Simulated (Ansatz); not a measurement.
# Ge wire along [110], 36 atoms a period, H-terminated: bands by functional and under strain

Aim: is the Ge wire along [110], 36 atoms a period, H-terminated a metal or a semiconductor?

Method: DFT PBE, plane waves, PAW; relaxation of a wire's period; PAW set soft_1, in the first sound run; inputs show where later runs differ, in Ansatz 0.2.0.

## Step 1: The structure

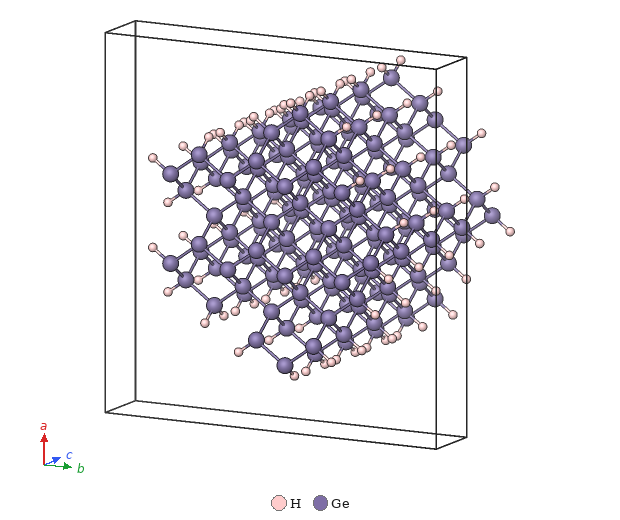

The cell as given, at a slant to the c axis (hydrogen pink, germanium purple). 1×1×4 cells are drawn. Some periodic images of atoms are drawn too.

The cell holds 56 atoms: 20 H and 36 Ge. Cell: a = 24.441 Å, b = 23.603 Å, c = 4.073 Å, α = 90.0°, β = 90.0°, γ = 90.0°. Vacuum lies along a and b. The structure's axis is c.

## Step 2: The relaxed wire

Band widths follow the bond lengths, so the wire is relaxed first. The atoms and the third cell vector are free; the box across stays fixed as vacuum. A Fermi-Dirac smearing is set since the result may be a metal. The pressure printed is a third of the stress's trace over the whole box, vacuum included; only the stress along the axis is relaxed.

Input file input.yaml:

```yaml
crystal:
  lattice:
    - [24.441, 0.0, 0.0]
    - [0.0, 23.603, 0.0]
    - [0.0, 0.0, 4.0729350596]
  atoms:
    - { symbol: H, position: [0.198027904, 0.683379527, 0.0] }
    - { symbol: H, position: [0.198027904, 0.402889573, 0.0] }
    - { symbol: Ge, position: [0.234878541, 0.456854521, 0.0] }
    - { symbol: Ge, position: [0.41163072, 0.370574492, 0.0] }
    - { symbol: Ge, position: [0.41163072, 0.715694609, 0.0] }
    - { symbol: H, position: [0.433697476, 0.855939586, 0.0] }
    - { symbol: H, position: [0.448481357, 0.144049485, 0.0] }
    - { symbol: Ge, position: [0.470548113, 0.284294462, 0.0] }
    - { symbol: Ge, position: [0.470548113, 0.456854521, 0.0] }
    - { symbol: Ge, position: [0.647300291, 0.370574492, 0.0] }
    - { symbol: Ge, position: [0.647300291, 0.715694609, 0.0] }
    - { symbol: H, position: [0.684150928, 0.144049485, 0.0] }
    - { symbol: Ge, position: [0.706217684, 0.284294462, 0.0] }
    - { symbol: Ge, position: [0.706217684, 0.456854521, 0.0] }
    - { symbol: H, position: [0.256945297, 0.284294462, 0.187268604] }
    - { symbol: H, position: [0.860903107, 0.54313455, 0.187268604] }
    - { symbol: H, position: [0.139110511, 0.54313455, 0.312731396] }
    - { symbol: H, position: [0.743068321, 0.284294462, 0.312731396] }
    - { symbol: Ge, position: [0.293795934, 0.284294462, 0.5] }
    - { symbol: Ge, position: [0.293795934, 0.629414579, 0.5] }
    - { symbol: Ge, position: [0.293795934, 0.456854521, 0.5] }
    - { symbol: H, position: [0.31586269, 0.144049485, 0.5] }
    - { symbol: H, position: [0.31586269, 0.769659556, 0.5] }
    - { symbol: Ge, position: [0.352713327, 0.198014433, 0.5] }
    - { symbol: Ge, position: [0.352713327, 0.370574492, 0.5] }
    - { symbol: Ge, position: [0.352713327, 0.54313455, 0.5] }
    - { symbol: Ge, position: [0.352713327, 0.715694609, 0.5] }
    - { symbol: Ge, position: [0.529465506, 0.284294462, 0.5] }
    - { symbol: Ge, position: [0.529465506, 0.629414579, 0.5] }
    - { symbol: Ge, position: [0.529465506, 0.456854521, 0.5] }
    - { symbol: Ge, position: [0.529465506, 0.801974638, 0.5] }
    - { symbol: H, position: [0.551532261, 0.144049485, 0.5] }
    - { symbol: H, position: [0.566316143, 0.855939586, 0.5] }
    - { symbol: Ge, position: [0.588382898, 0.198014433, 0.5] }
    - { symbol: Ge, position: [0.588382898, 0.370574492, 0.5] }
    - { symbol: Ge, position: [0.588382898, 0.54313455, 0.5] }
    - { symbol: Ge, position: [0.588382898, 0.715694609, 0.5] }
    - { symbol: Ge, position: [0.765135077, 0.629414579, 0.5] }
    - { symbol: Ge, position: [0.765135077, 0.456854521, 0.5] }
    - { symbol: H, position: [0.801985714, 0.683379527, 0.5] }
    - { symbol: H, position: [0.801985714, 0.402889573, 0.5] }
    - { symbol: Ge, position: [0.82405247, 0.54313455, 0.5] }
    - { symbol: H, position: [0.139110511, 0.54313455, 0.687268604] }
    - { symbol: H, position: [0.743068321, 0.284294462, 0.687268604] }
    - { symbol: H, position: [0.256945297, 0.284294462, 0.812731396] }
    - { symbol: H, position: [0.860903107, 0.54313455, 0.812731396] }
    - { symbol: Ge, position: [0.175961148, 0.54313455, 0.0] }
    - { symbol: Ge, position: [0.234878541, 0.629414579, 0.0] }
    - { symbol: Ge, position: [0.41163072, 0.198014433, 0.0] }
    - { symbol: Ge, position: [0.41163072, 0.54313455, 0.0] }
    - { symbol: Ge, position: [0.470548113, 0.629414579, 0.0] }
    - { symbol: Ge, position: [0.470548113, 0.801974638, 0.0] }
    - { symbol: Ge, position: [0.647300291, 0.198014433, 0.0] }
    - { symbol: Ge, position: [0.647300291, 0.54313455, 0.0] }
    - { symbol: H, position: [0.684150928, 0.769659556, 0.0] }
    - { symbol: Ge, position: [0.706217684, 0.629414579, 0.0] }
kpoints:
  mp_grid: { grid: [1, 1, 20] }
scf:
  occupations: { method: fermi_dirac, width: 0.05 }
hamiltonian:
  xc: pbe
  pseudopotentials: { kind: paw, azcp: { folder: soft_1 } }
relax:
  cell: { fix: [a, b, alpha, beta, gamma] }
  max_steps: 45
  f_tol: 0.03
```

The run is started by

```console
$ ansatz run input.yaml --threads 16 --pin off --max-ram 61440MiB --backend cuda --events-out ev --progress --plain --runs-dir out --max-vram 78GiB
```

Numbers of over 12 decimals in the logs are rounded to 6 here.

The log of the run:

```text
Engine: ansatz 0.2.0, aarch64-unknown-linux-gnu
Pseudopotentials: kind: paw
Pseudopotential: H, paw, valence charge 1, recommended cutoff 420 eV (normal), soft_1/H.paw.azcp
Pseudopotential: Ge, paw, valence charge 14, recommended cutoff 420 eV (normal), soft_1/Ge.paw.azcp
Functional definition: PBE
  parameter kappa = 0.804
  parameter beta = 0.066725
  exchange = pbe_x(kappa = kappa, mu = beta*pi^2/3)
  correlation = pbe_c(beta = beta)
[...]
Crystal: 56 atoms, lattice volume = 2349.599 Å³
Basis set: ecut = 420 eV, 45863 PW (Γ), exchange–correlation on 360×320×60 points (8 copies of the dense FFT grid, shifted against one another)
Bands: 318, of which v1, the nominal top of the filled ones, is band 262 counted from 1 (261 counted from 0)
Symmetry: 4 space group operations
Space group: Pma2 (ITA 28), of the structure as read, at distance tolerance 1.3e-4 Å
k-points: 11 of 20
Non-local potential: H, projectors of the file, l = 0: 2, l = 1: 1
Non-local potential: Ge, projectors of the file, l = 0: 2, l = 1: 2, l = 2: 3, l = 3: 1
PAW form: soft (Blöchl's): semilocal exchange-correlation on the pseudo side does not see the compensation charge
PAW one-centre angular grid: H, 110 points (default); XC on 64 Gauss nodes
PAW one-centre angular grid: Ge, 590 points (default); XC on 64 Gauss nodes
Initial density: superposition of atomic densities (neutral atoms: chi_scale 0, normalization atom)
Initial wavefunctions: pseudopotential atomic-orbital guess
[...]
Functional: x = pbe(κ = 0.804, μ = 0.219515), c = pbe(β = 0.066725)
SCF iter   1: F=—  HF=-154936.804103 eV  |F-HF|=—  |Δ(HF+E_count)|=         —  Δρ=3.26e-2  dr2=2.11e1  ethr=3.10e-3  ⟨swp⟩=6.0  Hψ=12932  notcnv=0  defer=156
preconditioner: auto → Resta (q_TF=auto, 2.125 Å⁻¹)  ε∞=1.6  [insulator: Δε(μ)=0.851 eV  Ē_g=21.768 eV  σ=0.050 eV  W_gap=1.00  n_scr=400 (ndim 8)  ℏωp=17.5 eV  f_vac=0.530  D(μ)=0.00/eV (n_scr^D=0)  ε∞_Penn≈1.6  vacuum switching on, ρ_ref=3.4e-2 e/Å³]
SCF iter   2: F=—  HF=-154932.771198 eV  |F-HF|=—  |Δ(HF+E_count)|=    4.03e0  Δρ=1.49e-2  dr2=5.79e0  ethr=3.10e-3  ⟨swp⟩=2.5  Hψ=4677  notcnv=0  defer=485
[...]
SCF iter  13: F=-154931.697087 eV  HF=-154931.697087 eV  |F-HF|=2.34e-8  |Δ(HF+E_count)|=   2.87e-7  Δρ=1.53e-6  dr2=8.73e-8  ethr=1.91e-11  ⟨swp⟩=2.7  Hψ=10467  notcnv=0
SCF 1 converged in 13 iterations: F = -154931.697087 eV  dr2 = 8.73e-8
  greatest PAW one-centre occupation: 0.998 electrons in one spin orbital (limit 2), on the Ge atom at site 12 (counted from 0), in its partial waves of l = 2
relax step   1: F+E_penalty+E_count = -154931.69708747 eV  Δ(F+E_penalty+E_count) = +0.000e0 eV  max|allowed force component| = 3.401e-1 eV/Å  Δτ_max = 0.0000 Å  P = -0.275 GPa  Ω = 2349.599 Å³  fix = [a, b, alpha, beta, gamma]  reactions: a -0.480, b -0.516 GPa  (13 SCF iters, dr2 threshold 1.00e-7 eV, accepted)
[...]
Crystal: 56 atoms, lattice volume = 2409.593 Å³
Basis set: ecut = 420 eV, 46887 PW (Γ), exchange–correlation on 360×320×60 points (8 copies of the dense FFT grid, shifted against one another)
[...]
iter 1 solved again at ethr=1.99e-4 eV; its pass at ethr=3.10e-3 eV (dr2=1.04e0 eV) is discarded
SCF iter   1: F=—  HF=-154931.858920 eV  |F-HF|=—  |Δ(HF+E_count)|=         —  Δρ=9.03e-3  dr2=1.04e0  ethr=1.99e-4  ⟨swp⟩=8.9  Hψ=18182  notcnv=0  defer=3
preconditioner: auto → Resta (q_TF=auto, 2.116 Å⁻¹)  ε∞=1.6  [insulator: Δε(μ)=1.001 eV  Ē_g=21.839 eV  σ=0.050 eV  W_gap=1.00  n_scr=404 (ndim 8)  ℏωp=17.3 eV  f_vac=0.576  D(μ)=0.00/eV (n_scr^D=0)  ε∞_Penn≈1.6  vacuum switching on, ρ_ref=3.5e-2 e/Å³]
SCF iter   2: F=—  HF=-154931.771974 eV  |F-HF|=—  |Δ(HF+E_count)|=   8.69e-2  Δρ=4.11e-3  dr2=3.93e-1  ethr=1.99e-4  ⟨swp⟩=6.4  Hψ=5622  notcnv=0  defer=87
[...]
SCF iter   9: F=-154931.737659 eV  HF=-154931.737664 eV  |F-HF|=4.52e-6  |Δ(HF+E_count)|=   4.32e-6  Δρ=6.75e-6  dr2=5.44e-6  ethr=1.07e-9  ⟨swp⟩=4.1  Hψ=9860  notcnv=0
SCF 2 converged in 9 iterations: F = -154931.737659 eV  dr2 = 5.44e-6
  greatest PAW one-centre occupation: 0.998 electrons in one spin orbital (limit 2), on the Ge atom at site 18 (counted from 0), in its partial waves of l = 2
relax step   2: F+E_penalty+E_count = -154931.73765923 eV  Δ(F+E_penalty+E_count) = -4.057e-2 eV  max|allowed force component| = 3.236e-1 eV/Å  Δτ_max = 0.1727 Å  P = -0.050 GPa  Ω = 2409.593 Å³  energy of the carried Pulay correction = -8.780e-3 eV  fix = [a, b, alpha, beta, gamma]  reactions: a +0.114, b +0.126 GPa  (9 SCF iters, dr2 threshold 5.60e-6 eV, accepted)
[...]
relax step   3: F+E_penalty+E_count = -154931.90973602 eV  Δ(F+E_penalty+E_count) = -1.721e-1 eV  max|allowed force component| = 4.844e-2 eV/Å  Δτ_max = 0.0823 Å  P = -0.054 GPa  Ω = 2378.495 Å³  energy of the carried Pulay correction = -4.257e-3 eV  fix = [a, b, alpha, beta, gamma]  reactions: a -0.041, b -0.049 GPa  (8 SCF iters, dr2 threshold 5.60e-6 eV, accepted)
[...]
relax step   4: F+E_penalty+E_count = -154931.91254270 eV  Δ(F+E_penalty+E_count) = -2.807e-3 eV  max|allowed force component| = 1.184e-2 eV/Å  Δτ_max = 0.0073 Å  P = -0.010 GPa  Ω = 2375.548 Å³  energy of the carried Pulay correction = -3.825e-3 eV  fix = [a, b, alpha, beta, gamma]  reactions: a -0.011, b -0.009 GPa  (7 SCF iters, dr2 threshold 1.47e-7 eV, accepted)
[...]
relax step   5: F+E_penalty+E_count = -154931.91667464 eV  Δ(F+E_penalty+E_count) = -4.132e-3 eV  max|allowed force component| = 1.216e-2 eV/Å  Δτ_max = 0.0000 Å  P = -0.008 GPa  Ω = 2375.548 Å³  fix = [a, b, alpha, beta, gamma]  reactions: a -0.010, b -0.008 GPa  stress off target by 6.26e-3 GPa on what of the cell is left free  SCF on the basis re-selected at this cell (its energy is not comparable with the rows above)  (9 SCF iters)
[...]
--- Relaxed structure (4 steps of the walk, 4 accepted, 1 SCFs on fresh bases) ---
  F+E_penalty+E_count = -154931.91667464 eV   max|allowed force component| = 1.216e-2 eV/Å   (the final SCF, on the basis selected at the relaxed cell)
  cell:  # Å, volume = 2375.5483 Å³
    - [24.441, 0.0, 0.0]
    - [0.0, 23.603, 0.0]
    - [0.0, 0.0, 4.117918]
  atoms:
    - { symbol: H, position: [0.201401, 0.681729, 0] }
    - { symbol: H, position: [0.201355, 0.404444, 0] }
    - { symbol: Ge, position: [0.237942, 0.458489, 0] }
    - { symbol: Ge, position: [0.412117, 0.370978, 0] }
    - { symbol: Ge, position: [0.412262, 0.714851, 0] }
    - { symbol: H, position: [0.434641, 0.853232, 0] }
    - { symbol: H, position: [0.447792, 0.146512, 0] }
    - { symbol: Ge, position: [0.470950, 0.284962, 0] }
    - { symbol: Ge, position: [0.470887, 0.456996, 0] }
    - { symbol: Ge, position: [0.646053, 0.371013, 0] }
    - { symbol: Ge, position: [0.644983, 0.713379, 0] }
    - { symbol: H, position: [0.682076, 0.146281, 0] }
    - { symbol: Ge, position: [0.703317, 0.284825, 0] }
    - { symbol: Ge, position: [0.704750, 0.457028, 0] }
    - { symbol: H, position: [0.258456, 0.284808, 0.202644] }
    - { symbol: H, position: [0.858897, 0.542979, 0.201906] }
    - { symbol: H, position: [0.141103, 0.542979, 0.298094] }
    - { symbol: H, position: [0.741544, 0.284808, 0.297356] }
    - { symbol: Ge, position: [0.296683, 0.284825, 0.5] }
    - { symbol: Ge, position: [0.295102, 0.628846, 0.5] }
    - { symbol: Ge, position: [0.295250, 0.457028, 0.5] }
    - { symbol: H, position: [0.317924, 0.146281, 0.5] }
    - { symbol: H, position: [0.318190, 0.767337, 0.5] }
    - { symbol: Ge, position: [0.354795, 0.200078, 0.5] }
    - { symbol: Ge, position: [0.353947, 0.371013, 0.5] }
    - { symbol: Ge, position: [0.353803, 0.543015, 0.5] }
    - { symbol: Ge, position: [0.355017, 0.713379, 0.5] }
    - { symbol: Ge, position: [0.529050, 0.284962, 0.5] }
    - { symbol: Ge, position: [0.529099, 0.629006, 0.5] }
    - { symbol: Ge, position: [0.529113, 0.456996, 0.5] }
    - { symbol: Ge, position: [0.528254, 0.799558, 0.5] }
    - { symbol: H, position: [0.552208, 0.146512, 0.5] }
    - { symbol: H, position: [0.565359, 0.853232, 0.5] }
    - { symbol: Ge, position: [0.588900, 0.200380, 0.5] }
    - { symbol: Ge, position: [0.587883, 0.370978, 0.5] }
    - { symbol: Ge, position: [0.588035, 0.543030, 0.5] }
    - { symbol: Ge, position: [0.587738, 0.714851, 0.5] }
    - { symbol: Ge, position: [0.762123, 0.627604, 0.5] }
    - { symbol: Ge, position: [0.762058, 0.458489, 0.5] }
    - { symbol: H, position: [0.798599, 0.681729, 0.5] }
    - { symbol: H, position: [0.798645, 0.404444, 0.5] }
    - { symbol: Ge, position: [0.820783, 0.543020, 0.5] }
    - { symbol: H, position: [0.141103, 0.542979, 0.701906] }
    - { symbol: H, position: [0.741544, 0.284808, 0.702644] }
    - { symbol: H, position: [0.258456, 0.284808, 0.797356] }
    - { symbol: H, position: [0.858897, 0.542979, 0.798094] }
    - { symbol: Ge, position: [0.179217, 0.543020, 0] }
    - { symbol: Ge, position: [0.237877, 0.627604, 0] }
    - { symbol: Ge, position: [0.411100, 0.200380, 0] }
    - { symbol: Ge, position: [0.411965, 0.543030, 0] }
    - { symbol: Ge, position: [0.470901, 0.629006, 0] }
    - { symbol: Ge, position: [0.471746, 0.799558, 0] }
    - { symbol: Ge, position: [0.645205, 0.200078, 0] }
    - { symbol: Ge, position: [0.646197, 0.543015, 0] }
    - { symbol: H, position: [0.681810, 0.767337, 0] }
    - { symbol: Ge, position: [0.704898, 0.628846, 0] }
```

Wall time 18 s (1 × NVIDIA GB200 with 16 threads of Arm Neoverse V2, shared host); peak memory 1.8 GiB; 2 min of CPU time.

Step by step:

```
step  energy less that of the first step (eV)  largest force component (eV/Å)  pressure (GPa)  volume (Å³)
   1                                   0.0000                          0.3401           -0.27      2349.60
   2                                  -0.0406                          0.3236           -0.05      2409.59
   3                                  -0.2126                          0.0484           -0.05      2378.50
   4                                  -0.2155                          0.0118           -0.01      2375.55
   5                                  -0.2196                          0.0122           -0.01      2375.55
```

The log counts 1 steps on a newly chosen plane-wave basis, not all of them marked here; energy and pressure can jump at such steps.

Forces are held to the 4 operations that the run works with; a distortion that breaks them can't arise in this run.

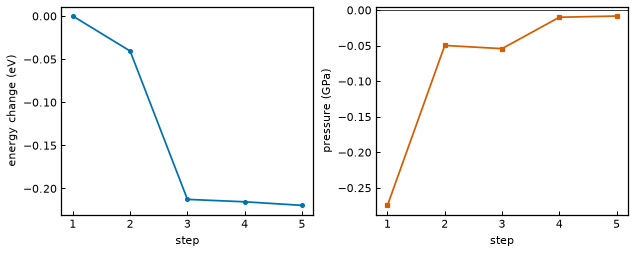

Energy and pressure along the relaxation.

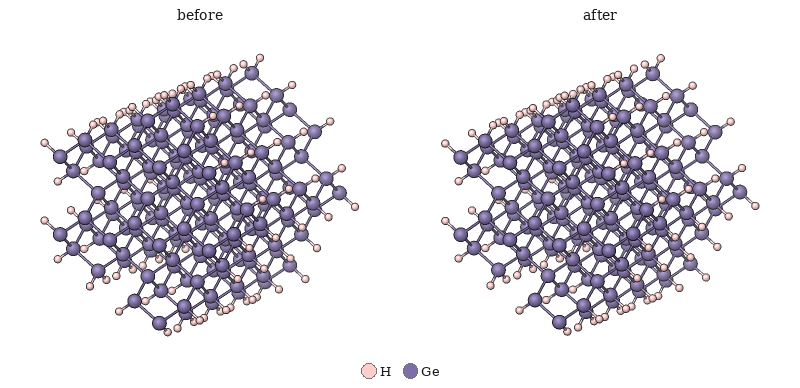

Before and after, at one scale.

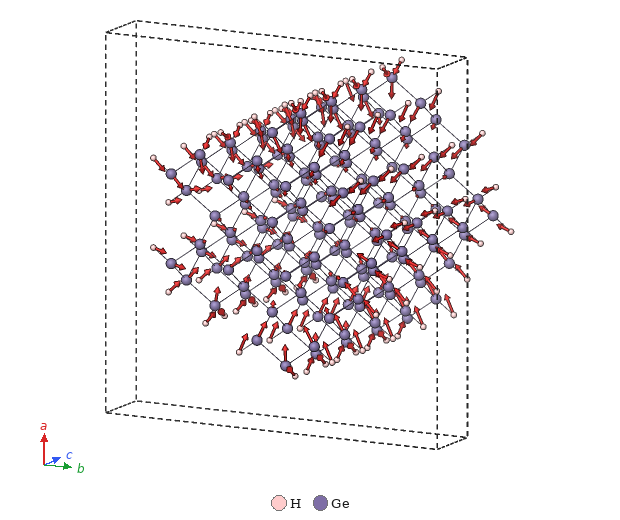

Displacements in the relaxation, exaggerated, measured against the changing cell; the longest in the cell stands for 0.09 Å. 1×1×4 cells are drawn. Some periodic images of atoms are drawn too.

```
cell as run  before  after  change
      c (Å)   4.073  4.118  +1.1 %
```

The atoms that moved most (Å, along periodic axes as changes of fractional coordinates times the final cell, across vacuum about the mean position):

```
atom      dx      dy     dz  length
  H1   0.083  -0.039  0.000   0.091
 H40  -0.083  -0.039  0.000   0.091
  H2   0.081   0.037  0.000   0.089
 H41  -0.081   0.037  0.000   0.089
Ge48   0.073  -0.043  0.000   0.085
Ge38  -0.073  -0.043  0.000   0.085
 Ge3   0.075   0.039  0.000   0.084
Ge39  -0.075   0.039  0.000   0.084
```

This step gave:

| Quantity | Value |
| --- | --- |
| cell length along the wire | 4.118 Å |

The cell's length comes to 4.118 Å with spin left out.

(Part 1 of 3 ends here.)

[Logs are printed without paths, hosts, clocks, repeated set-up lines and the standing remarks that a program may print on its own settings, such as how far it seeks lower states.]

[Hosts, paths, dates, database ids (printed as entryN), source tags and the programs' standing remarks are cut or masked in the printed files.]
